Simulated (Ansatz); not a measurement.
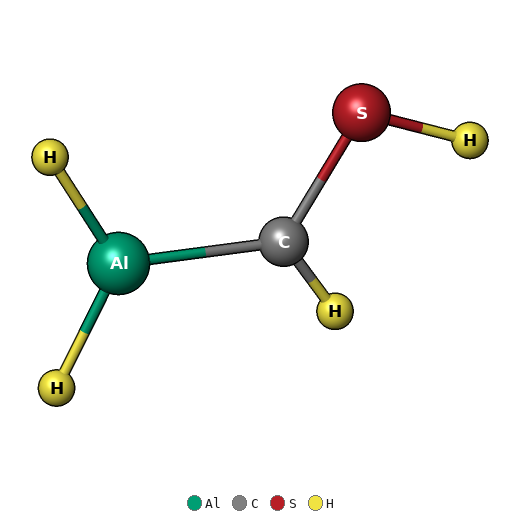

A ball-and-stick model of a molecule. Every bond is drawn as one stick, whatever its order.

The species is neutral and a spin doublet. Computed geometry: PBE0-D4/def2-TZVP optimisation. No frequency run is at hand to confirm it as a minimum.

> Which formula does it have?

CH4AlS, 7 atoms: 1 carbon, 4 hydrogen, 1 aluminium and 1 sulfur.

> How many atoms are distinct by symmetry?

7: 1 Al, 1 C, 1 S, 1 H, 1 H, 1 H, 1 H.

More results for the same structure follow; atom numbers are the same in all pictures, views and colours differ.

Geometry

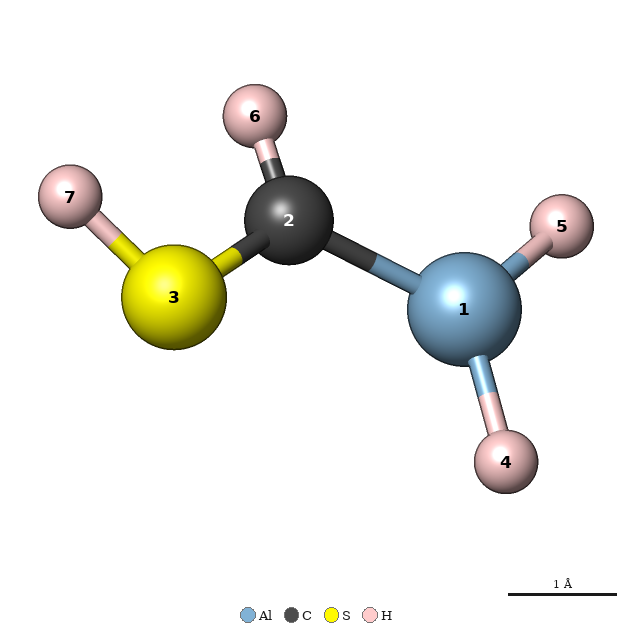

The atoms are numbered. No frequency run is at hand to confirm it as a minimum.

Give the bond lengths.

| bond | length (Å) |
| --- | --- |
| Al1–C2 | 1.915 |
| Al1–H4 | 1.585 |
| Al1–H5 | 1.585 |
| C2–S3 | 1.704 |
| C2–H6 | 1.087 |
| S3–H7 | 1.347 |

Dipole moment

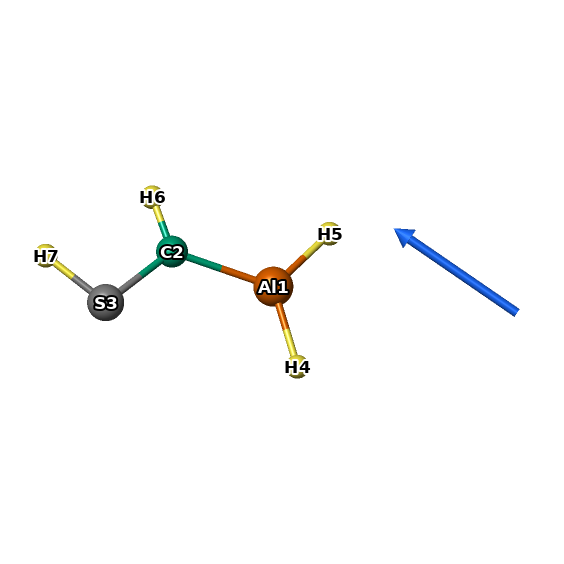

The arrow beside the molecule shows the direction of the dipole moment, from the negative to the positive end (its length means nothing). No frequency run is at hand to confirm it as a minimum. Level of theory: UKS PBE0-D4/def2-TZVP (Ansatz 0.2.0).

> How large is the dipole moment?

1.82 D; it points from the side of H4 to the side of H7 (the outermost atoms at the two ends).

Electronic properties

No frequency run is at hand to confirm it as a minimum. Properties computed with UKS B3LYP-D4/def2-TZVPP (Ansatz 0.2.0).

What does the calculation give?

- ⟨S²⟩ of the determinant: 0.755
- dispersion correction: −20.4 kJ/mol

Charges

The questions are on Mulliken charges. No frequency run is at hand to confirm it as a minimum. Properties computed with UKS PBE0-D4/def2-TZVP (Ansatz 0.2.0).

List the Mulliken charges.

| atom | value (e) |
| --- | --- |
| Al1 | 0.34 |
| C2 | −0.37 |
| S3 | −0.08 |
| H4 | −0.10 |
| H5 | −0.10 |
| H6 | 0.16 |
| H7 | 0.15 |

Mulliken values depend strongly on the basis set and can even reverse the polarity of a bond.
